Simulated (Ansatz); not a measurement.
Molecular dynamics of TiPH3Cl4 (part 5 of 5)

TiPH3Cl4; RHF/def2-SVP (Ansatz 0.2.0). It belongs to a series of runs on one base structure; here: dynamics from the highest image of the converged band.

Geometry of the input (Å):
```
Ti -0.2976  -0.1928  -0.0564
Cl -0.2289  -1.5293  2.0710
Cl 1.2823  1.2229  0.3660
Cl -1.4353  0.6522  -1.7480
Cl 0.4823  -1.9660  -1.0971
P  -2.4323  0.7920  1.2297
H  -3.4555  0.0176  0.6493
H  -2.6038  0.3367  2.5569
H  -1.3948  -0.6453  1.6780
```

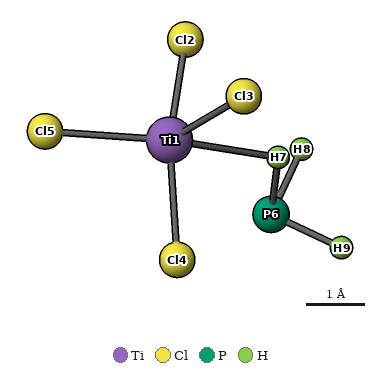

The geometry at step 175 of the log (ball-and-stick view, seen at a tilt; atoms are numbered from 1 in the order of the input).

## Trajectory as extended XYZ, continued
```
9
Properties=species:S:1:pos:R:3:forces:R:3 step=148 time_fs=74.0 energy=-82403.24191 temperature=1897.9
Ti   -0.1737   -0.3060    0.0491    0.4292   1.2698  -3.3271
Cl   -0.0407   -1.2315    1.8936   -0.4422  -1.2153   2.7950
Cl    1.4286    1.1916    0.3749   -0.2735  -0.2784  -0.2856
Cl   -1.3132    0.6415   -1.6490   -0.1688   0.2760   0.2363
Cl    0.3793   -2.0087   -1.1997    0.4085  -0.1143   0.1008
P    -2.9633    0.6009    1.2623    0.9815   0.9964   0.1743
H    -2.2774    1.9165    1.0657   -0.3900  -1.4653   1.0273
H    -2.9956    0.3115    2.6621    0.3331   0.6982  -0.3536
H    -4.1841    1.2384    1.2012   -0.8780  -0.1671  -0.3675
9
Properties=species:S:1:pos:R:3:forces:R:3 step=150 time_fs=75.0 energy=-82403.15776 temperature=1804.7
Ti   -0.1759   -0.3079    0.0472    0.6777   1.2703  -3.3557
Cl   -0.0399   -1.2276    1.8938   -0.4846  -1.1987   2.7892
Cl    1.4342    1.1944    0.3730   -0.3623  -0.3635  -0.3018
Cl   -1.3108    0.6419   -1.6417   -0.2069   0.2835   0.1924
Cl    0.3826   -2.0130   -1.2035    0.3771  -0.0497   0.1526
P    -2.9758    0.5982    1.2628    0.1822   1.6301  -0.0317
H    -2.2033    1.8851    1.0521   -0.5824  -1.6578   1.1289
H    -3.0128    0.2968    2.6559    0.4187   0.6979  -0.2466
H    -4.1804    1.3493    1.2371   -0.0196  -0.6122  -0.3272
9
Properties=species:S:1:pos:R:3:forces:R:3 step=152 time_fs=76.0 energy=-82403.07924 temperature=1718.2
Ti   -0.1778   -0.3095    0.0445    0.9185   1.2505  -3.3286
Cl   -0.0393   -1.2240    1.8947   -0.5251  -1.1686   2.7487
Cl    1.4397    1.1972    0.3711   -0.4456  -0.4422  -0.3177
Cl   -1.3083    0.6425   -1.6344   -0.2508   0.2950   0.1402
Cl    0.3859   -2.0172   -1.2073    0.3456   0.0118   0.1999
P    -2.9882    0.5960    1.2633   -0.5072   2.1850  -0.2105
H    -2.1348    1.8379    1.0493   -0.7278  -1.6726   1.1643
H    -3.0260    0.2888    2.6473    0.4714   0.6496  -0.0756
H    -4.1770    1.4544    1.2699    0.7209  -1.1084  -0.3208
9
Properties=species:S:1:pos:R:3:forces:R:3 step=155 time_fs=77.5 energy=-82403.01405 temperature=1646.6
Ti   -0.1805   -0.3114    0.0393    1.2646   1.1784  -3.1832
Cl   -0.0386   -1.2192    1.8975   -0.5805  -1.0994   2.6233
Cl    1.4477    1.2011    0.3680   -0.5605  -0.5481  -0.3408
Cl   -1.3048    0.6434   -1.6233   -0.3284   0.3225   0.0483
Cl    0.3911   -2.0235   -1.2128    0.2994   0.0981   0.2616
P    -3.0072    0.5941    1.2638   -1.1369   2.6108  -0.3821
H    -2.0452    1.7378    1.0658   -0.8032  -1.4050   1.0908
H    -3.0373    0.2882    2.6338    0.4881   0.5040   0.2321
H    -4.1576    1.5909    1.3132    1.3574  -1.6613  -0.3499
9
Properties=species:S:1:pos:R:3:forces:R:3 step=158 time_fs=79.0 energy=-82403.06408 temperature=1701.7
Ti   -0.1825   -0.3129    0.0326    1.5930   1.0575  -2.9182
Cl   -0.0383   -1.2151    1.9019   -0.6277  -1.0058   2.4254
Cl    1.4553    1.2047    0.3648   -0.6633  -0.6402  -0.3634
Cl   -1.3015    0.6446   -1.6122   -0.4207   0.3642  -0.0579
Cl    0.3964   -2.0298   -1.2182    0.2551   0.1764   0.3117
P    -3.0269    0.5940    1.2641   -1.4369   2.4568  -0.3453
H    -1.9725    1.6078    1.1055   -0.6285  -0.8493   0.8699
H    -3.0382    0.2983    2.6251    0.4248   0.3041   0.4636
H    -4.1098    1.6922    1.3490    1.5042  -1.8638  -0.3859
9
Properties=species:S:1:pos:R:3:forces:R:3 step=160 time_fs=80.0 energy=-82403.15215 temperature=1798.6
Ti   -0.1835   -0.3136    0.0274    1.8003   0.9547  -2.6803
Cl   -0.0382   -1.2127    1.9056   -0.6527  -0.9341   2.2590
Cl    1.4602    1.2068    0.3625   -0.7244  -0.6944  -0.3783
Cl   -1.2995    0.6455   -1.6049   -0.4904   0.4000  -0.1364
Cl    0.4001   -2.0340   -1.2217    0.2269   0.2239   0.3385
P    -3.0407    0.5948    1.2642   -1.5219   2.0572  -0.1641
H    -1.9318    1.5102    1.1427   -0.3636  -0.3915   0.6593
H    -3.0337    0.3089    2.6245    0.3314   0.1636   0.5016
H    -4.0601    1.7377    1.3683    1.3944  -1.7794  -0.3994
9
Properties=species:S:1:pos:R:3:forces:R:3 step=162 time_fs=81.0 energy=-82403.25412 temperature=1910.8
Ti   -0.1841   -0.3141    0.0216    1.9949   0.8400  -2.3988
Cl   -0.0384   -1.2106    1.9100   -0.6708  -0.8592   2.0713
Cl    1.4649    1.2088    0.3601   -0.7786  -0.7431  -0.3932
Cl   -1.2975    0.6465   -1.5975   -0.5661   0.4416  -0.2224
Cl    0.4038   -2.0380   -1.2250    0.2000   0.2672   0.3601
P    -3.0549    0.5963    1.2642   -1.4562   1.4660   0.1233
H    -1.8946    1.4088    1.1862   -0.0491   0.0344   0.4266
H    -3.0260    0.3211    2.6287    0.1932   0.0324   0.4268
H    -3.9971    1.7663    1.3838    1.1327  -1.4793  -0.3937
9
Properties=species:S:1:pos:R:3:forces:R:3 step=165 time_fs=82.5 energy=-82403.35945 temperature=2026.4
Ti   -0.1843   -0.3145    0.0121    2.2554   0.6574  -1.9081
Cl   -0.0390   -1.2078    1.9176   -0.6801  -0.7500   1.7643
Cl    1.4715    1.2114    0.3563   -0.8456  -0.8064  -0.4160
Cl   -1.2949    0.6483   -1.5866   -0.6886   0.5133  -0.3685
Cl    0.4095   -2.0440   -1.2299    0.1623   0.3235   0.3829
P    -3.0770    0.5994    1.2644   -0.7974   0.2868   0.6231
H    -1.8390    1.2582    1.2584    0.2138   0.4074   0.0854
H    -3.0115    0.3397    2.6420   -0.0854  -0.1258   0.1586
H    -3.8837    1.7845    1.4001    0.4657  -0.5063  -0.3218
9
Properties=species:S:1:pos:R:3:forces:R:3 step=168 time_fs=84.0 energy=-82403.32068 temperature=1983.9
Ti   -0.1834   -0.3146    0.0018    2.4712   0.4757  -1.3591
Cl   -0.0400   -1.2054    1.9263   -0.6613  -0.6586   1.4479
Cl    1.4776    1.2135    0.3522   -0.8949  -0.8581  -0.4388
Cl   -1.2928    0.6503   -1.5760   -0.8180   0.5934  -0.5336
Cl    0.4153   -2.0498   -1.2346    0.1279   0.3693   0.3952
P    -3.0996    0.6026    1.2649    0.5734  -1.1569   1.0394
H    -1.7797    1.1158    1.3325   -0.0755   0.4254  -0.2397
H    -2.9989    0.3557    2.6587   -0.3965  -0.2186  -0.1511
H    -3.7605    1.7929    1.4096   -0.3263   1.0283  -0.1601
9
Properties=species:S:1:pos:R:3:forces:R:3 step=170 time_fs=85.0 energy=-82403.22971 temperature=1884.7
Ti   -0.1822   -0.3146   -0.0055    2.5897   0.3577  -0.9765
Cl   -0.0409   -1.2041    1.9326   -0.6300  -0.6132   1.2412
Cl    1.4814    1.2146    0.3494   -0.9187  -0.8862  -0.4537
Cl   -1.2916    0.6519   -1.5690   -0.9051   0.6498  -0.6490
Cl    0.4192   -2.0535   -1.2376    0.1071   0.3944   0.3986
P    -3.1145    0.6044    1.2657    1.4575  -1.9277   1.2529
H    -1.7406    1.0259    1.3794   -0.4965   0.3604  -0.4545
H    -2.9949    0.3639    2.6685   -0.5839  -0.2409  -0.3063
H    -3.6811    1.8085    1.4138   -0.6200   1.9058  -0.0525
9
Properties=species:S:1:pos:R:3:forces:R:3 step=172 time_fs=86.0 energy=-82403.15689 temperature=1804.7
Ti   -0.1805   -0.3145   -0.0129    2.6901   0.2404  -0.5939
Cl   -0.0420   -1.2030    1.9392   -0.5841  -0.5802   1.0418
Cl    1.4849    1.2155    0.3464   -0.9366  -0.9095  -0.4679
Cl   -1.2906    0.6537   -1.5623   -0.9904   0.7067  -0.7621
Cl    0.4231   -2.0571   -1.2404    0.0881   0.4162   0.3991
P    -3.1290    0.6056    1.2669    1.9517  -2.0528   1.4454
H    -1.7063    0.9395    1.4220   -0.9387   0.3159  -0.6564
H    -2.9964    0.3697    2.6753   -0.7346  -0.2358  -0.3891
H    -3.6074    1.8420    1.4174   -0.5454   2.0989  -0.0169
9
Properties=species:S:1:pos:R:3:forces:R:3 step=175 time_fs=87.5 energy=-82403.12243 temperature=1765.3
Ti   -0.1769   -0.3142   -0.0243    2.8142   0.0589  -0.0472
Cl   -0.0439   -1.2015    1.9496   -0.4959  -0.5430   0.7580
Cl    1.4897    1.2163    0.3417   -0.9551  -0.9360  -0.4869
Cl   -1.2898    0.6567   -1.5525   -1.1088   0.7886  -0.9146
Cl    0.4290   -2.0623   -1.2445    0.0632   0.4462   0.3973
P    -3.1495    0.6062    1.2695    2.0296  -0.8497   1.6647
H    -1.6728    0.8156    1.4737   -1.4312   0.3296  -0.8967
H    -3.0121    0.3744    2.6787   -0.8759  -0.1946  -0.3550
H    -3.5054    1.9272    1.4224   -0.0401   0.9000  -0.1195
9
Properties=species:S:1:pos:R:3:forces:R:3 step=178 time_fs=89.0 energy=-82403.06765 temperature=1704.7
Ti   -0.1720   -0.3140   -0.0357    2.9173  -0.1359   0.4353
Cl   -0.0461   -1.2004    1.9606   -0.4044  -0.4970   0.4878
Cl    1.4939    1.2166    0.3367   -0.9657  -0.9542  -0.5026
Cl   -1.2896    0.6601   -1.5433   -1.2082   0.8590  -1.0317
Cl    0.4350   -2.0672   -1.2484    0.0430   0.4775   0.3954
P    -3.1687    0.6063    1.2732    1.8895   0.8150   1.6332
H    -1.6695    0.6990    1.5062   -1.6156   0.4067  -1.0239
H    -3.0466    0.3749    2.6747   -0.9202  -0.1364  -0.1452
H    -3.4048    2.0310    1.4247    0.2643  -0.8346  -0.2483
9
Properties=species:S:1:pos:R:3:forces:R:3 step=180 time_fs=90.0 energy=-82403.01253 temperature=1644.5
Ti   -0.1680   -0.3138   -0.0433    2.9799  -0.2734   0.7126
Cl   -0.0477   -1.1998    1.9680   -0.3541  -0.4488   0.3101
Cl    1.4963    1.2164    0.3332   -0.9685  -0.9622  -0.5112
Cl   -1.2898    0.6627   -1.5376   -1.2615   0.8961  -1.0845
Cl    0.4390   -2.0704   -1.2508    0.0320   0.5003   0.3946
P    -3.1807    0.6066    1.2763    1.7679   1.6188   1.4418
H    -1.6864    0.6259    1.5158   -1.5465   0.4590  -1.0338
H    -3.0805    0.3735    2.6701   -0.9063  -0.0947   0.0544
H    -3.3349    2.0926    1.4234    0.2570  -1.6950  -0.2839
9
Properties=species:S:1:pos:R:3:forces:R:3 step=182 time_fs=91.0 energy=-82402.98067 temperature=1609.7
Ti   -0.1634   -0.3137   -0.0506    3.0394  -0.4140   0.9543
Cl   -0.0494   -1.1994    1.9756   -0.3189  -0.3820   0.1308
Cl    1.4986    1.2160    0.3295   -0.9671  -0.9669  -0.5184
Cl   -1.2904    0.6656   -1.5321   -1.3041   0.9235  -1.1149
Cl    0.4430   -2.0734   -1.2531    0.0233   0.5241   0.3937
P    -3.1922    0.6074    1.2799    1.5498   2.1108   1.1604
H    -1.7180    0.5573    1.5155   -1.3014   0.4843  -0.9779
H    -3.1231    0.3713    2.6659   -0.8649  -0.0490   0.2492
H    -3.2626    2.1383    1.4195    0.1438  -2.2309  -0.2773
9
Properties=species:S:1:pos:R:3:forces:R:3 step=185 time_fs=92.5 energy=-82403.02064 temperature=1653.6
Ti   -0.1554   -0.3137   -0.0613    3.1179  -0.6190   1.2566
Cl   -0.0522   -1.1989    1.9869   -0.2977  -0.2507  -0.1414
Cl    1.5014    1.2149    0.3238   -0.9550  -0.9668  -0.5266
Cl   -1.2920    0.6703   -1.5244   -1.3474   0.9444  -1.1189
Cl    0.4491   -2.0776   -1.2564    0.0144   0.5580   0.3903
P    -3.2086    0.6098    1.2860    0.8785   2.3970   0.7114
H    -1.7873    0.4628    1.4980   -0.5532   0.4098  -0.7661
H    -3.2022    0.3671    2.6645   -0.7501   0.0389   0.4045
H    -3.1521    2.1661    1.4087   -0.1074  -2.5116  -0.2098
9
Properties=species:S:1:pos:R:3:forces:R:3 step=188 time_fs=94.0 energy=-82403.14001 temperature=1785.0
Ti   -0.1460   -0.3140   -0.0714    3.1608  -0.7950   1.4966
Cl   -0.0551   -1.1986    1.9982   -0.2999  -0.1050  -0.4071
Cl    1.5036    1.2132    0.3178   -0.9278  -0.9566  -0.5308
Cl   -1.2944    0.6757   -1.5174   -1.3637   0.9387  -1.0800
Cl    0.4551   -2.0815   -1.2594    0.0109   0.5838   0.3819
P    -3.2243    0.6140    1.2925   -0.2545   2.2878   0.3920
H    -1.8679    0.3769    1.4642    0.5656   0.1236  -0.4365
H    -3.2974    0.3639    2.6713   -0.5427   0.1587   0.2758
H    -3.0439    2.1407    1.3936   -0.3488  -2.2361  -0.0919
9
Properties=species:S:1:pos:R:3:forces:R:3 step=190 time_fs=95.0 energy=-82403.22671 temperature=1880.5
Ti   -0.1389   -0.3144   -0.0778    3.1516  -0.8850   1.6270
Cl   -0.0571   -1.1984    2.0056   -0.2973  -0.0173  -0.5708
Cl    1.5048    1.2117    0.3135   -0.8997  -0.9429  -0.5309
Cl   -1.2965    0.6795   -1.5132   -1.3568   0.9200  -1.0370
Cl    0.4591   -2.0838   -1.2613    0.0118   0.5935   0.3725
P    -3.2349    0.6176    1.2970   -1.0661   1.9620   0.2876
H    -1.9164    0.3215    1.4359    1.2371  -0.1681  -0.2098
H    -3.3676    0.3635    2.6793   -0.3362   0.2473   0.0495
H    -2.9757    2.0967    1.3822   -0.4444  -1.7095   0.0117
9
Properties=species:S:1:pos:R:3:forces:R:3 step=192 time_fs=96.0 energy=-82403.29785 temperature=1958.8
Ti   -0.1312   -0.3150   -0.0838    3.1014  -0.9488   1.7354
Cl   -0.0592   -1.1982    2.0128   -0.2787   0.0528  -0.7169
Cl    1.5057    1.2100    0.3092   -0.8629  -0.9232  -0.5282
Cl   -1.2989    0.6836   -1.5092   -1.3335   0.8897  -0.9849
Cl    0.4632   -2.0861   -1.2631    0.0154   0.5961   0.3597
P    -3.2458    0.6218    1.3016   -1.6374   1.3054   0.2432
H    -1.9534    0.2644    1.4057    1.5032  -0.4385  -0.0239
H    -3.4410    0.3654    2.6878   -0.0812   0.3279  -0.2187
H    -2.9116    2.0365    1.3709   -0.4261  -0.8615   0.1342
9
Properties=species:S:1:pos:R:3:forces:R:3 step=195 time_fs=97.5 energy=-82403.32576 temperature=1989.3
Ti   -0.1184   -0.3162   -0.0922    2.9419  -0.9941   1.8550
Cl   -0.0626   -1.1980    2.0233   -0.2104   0.1202  -0.8966
Cl    1.5067    1.2070    0.3024   -0.7911  -0.8814  -0.5189
Cl   -1.3033    0.6903   -1.5037   -1.2653   0.8235  -0.8926
Cl    0.4692   -2.0891   -1.2656    0.0260   0.5865   0.3346
P    -3.2631    0.6288    1.3087   -1.8128  -0.3916   0.1463
H    -1.9832    0.1708    1.3602    0.8503  -0.5501   0.1795
H    -3.5517    0.3744    2.6959    0.3367   0.4052  -0.5437
H    -2.8224    1.9344    1.3569   -0.0753   0.8817   0.3364
9
Properties=species:S:1:pos:R:3:forces:R:3 step=198 time_fs=99.0 energy=-82403.24595 temperature=1902.6
Ti   -0.1043   -0.3179   -0.0998    2.6919  -0.9844   1.9160
Cl   -0.0660   -1.1976    2.0332   -0.1078   0.1572  -1.0326
Cl    1.5072    1.2034    0.2952   -0.6998  -0.8257  -0.5031
Cl   -1.3084    0.6974   -1.4987   -1.1571   0.7314  -0.7772
Cl    0.4753   -2.0918   -1.2680    0.0426   0.5628   0.3040
P    -3.2816    0.6356    1.3158   -1.4768  -1.9782  -0.1487
H    -1.9958    0.0659    1.3187   -0.4520  -0.2649   0.3648
H    -3.6553    0.3919    2.6927    0.7007   0.4066  -0.6339
H    -2.7344    1.8506    1.3500    0.4583   2.1952   0.5107
9
Properties=species:S:1:pos:R:3:forces:R:3 step=200 time_fs=100.0 energy=-82403.21083 temperature=1864.1
Ti   -0.0943   -0.3192   -0.1044    2.4884  -0.9537   1.9223
Cl   -0.0684   -1.1973    2.0395   -0.0415   0.1806  -1.1091
Cl    1.5072    1.2007    0.2903   -0.6290  -0.7818  -0.4894
Cl   -1.3122    0.7024   -1.4957   -1.0651   0.6538  -0.6810
Cl    0.4793   -2.0934   -1.2694    0.0567   0.5414   0.2819
P    -3.2946    0.6393    1.3205   -0.9953  -2.1424  -0.4623
H    -2.0077   -0.0076    1.2950   -1.2035   0.0149   0.4860
H    -3.7164    0.4085    2.6831    0.8681   0.3606  -0.5350
H    -2.6712    1.8191    1.3513    0.5211   2.1267   0.5866
```
